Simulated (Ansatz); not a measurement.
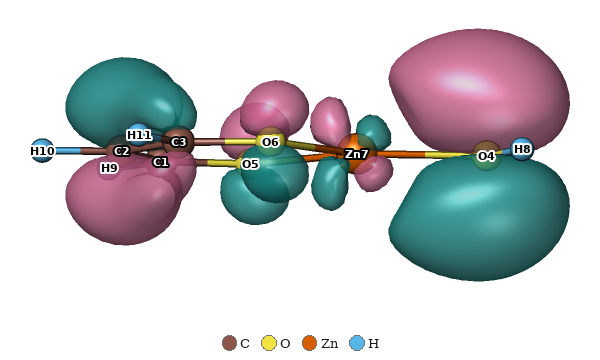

Figure. C$_{3}$H$_{4}$O$_{3}$Zn (SMILES [OH][Zn-]1[O]C=CC=[O+]1). The HOMO−1 at ±0.08 Å⁻³ᐟ² (teal and pink are the two phases), seen from one side.

Geometry: PBE0-D4/def2-SVP.

Level of theory: isolated molecule in a Gaussian basis; Kohn-Sham density functional theory, functional PBE0 in Ansatz 0.2.0.

```yaml
atoms:
  - { symbol: C, position_ang: [0.1482, 0.1785, -0.9317] }
  - { symbol: C, position_ang: [0.2923, -0.7775, 0.0818] }
  - { symbol: C, position_ang: [-0.6798, -1.0263, 1.0584] }
  - { symbol: O, position_ang: [-3.9183, 1.9418, -0.1183] }
  - { symbol: O, position_ang: [-0.8357, 0.9435, -1.1295] }
  - { symbol: O, position_ang: [-1.8002, -0.4589, 1.1876] }
  - { symbol: Zn, position_ang: [-2.4297, 0.9523, -0.0145] }
  - { symbol: H, position_ang: [-4.5489, 1.7284, 0.5763] }
  - { symbol: H, position_ang: [0.9873, 0.2839, -1.6469] }
  - { symbol: H, position_ang: [1.2133, -1.3608, 0.1119] }
  - { symbol: H, position_ang: [-0.4495, -1.8086, 1.8085] }
```

Q: What is the character of this orbital?

A: By Hirshfeld shares it lies mainly on O4 (about 70 %), Zn7 (about 10 %) and C2 (about 5 %); it changes sign across the molecular plane (π type). Its energy is −7.97 eV.
